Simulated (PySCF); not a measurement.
Ca(Cl)2, CaCl2, SMILES [Ca]([Cl])[Cl] at its PBE0/def2-SVP optimised geometry (Å):

```
3

Ca    -0.0585    -0.3729     0.0000
Cl     2.3859    -0.3729     0.0000
Cl    -2.3859     0.3729     0.0000
```

Method: PySCF 2.14.0 with PBE0/def2-TZVP.

Map of the Laplacian of the electron density (e/bohr⁵) on the plane z = 0.6 Å:

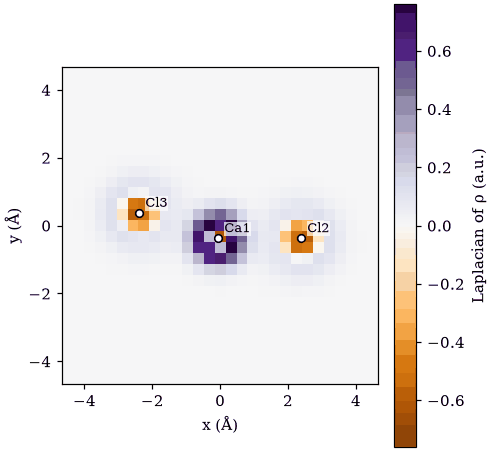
Laplacian of the electron density (e/bohr⁵) on the plane z = 0.6 Å.
